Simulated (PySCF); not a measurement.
Molecule: SMILES [SiH3]S[SiH2]N. Atoms near the plane z = 0.0 Å, at the B3LYP/def2-SVP optimised geometry (x, y, z in Å): Si3 (0.6, 0.0, 0.0), N4 (2.3, 0.0, 0.0), H5 (-2.8, -1.4, 0.2), H9 (0.1, 1.4, 0.0), H10 (2.8, 0.6, 0.7), H11 (2.8, -0.9, -0.2).

Level of theory: B3LYP/def2-TZVP in PySCF 2.14.0. Cells within 0.4 Å of a nucleus heavier than hydrogen are left out (blank, or x). The values are rescaled to run from 0 to 1.

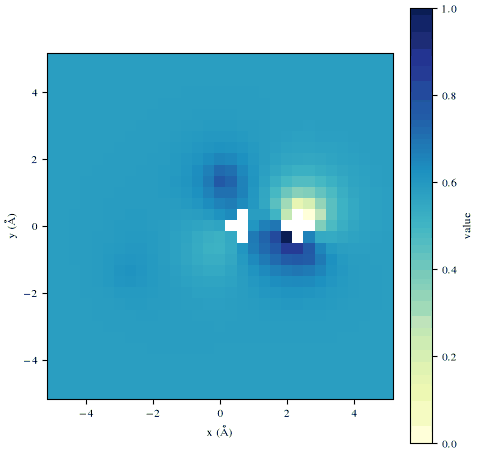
a field on the plane z = 0.0 Å.

Task: Which quantity is mapped?
A) log10 of the electron density
B) Laplacian of the electron density
C) an orbital amplitude
D) electron localisation function

Result: C, an orbital amplitude. In full: HOMO−1 amplitude (bohr^(-3/2)).
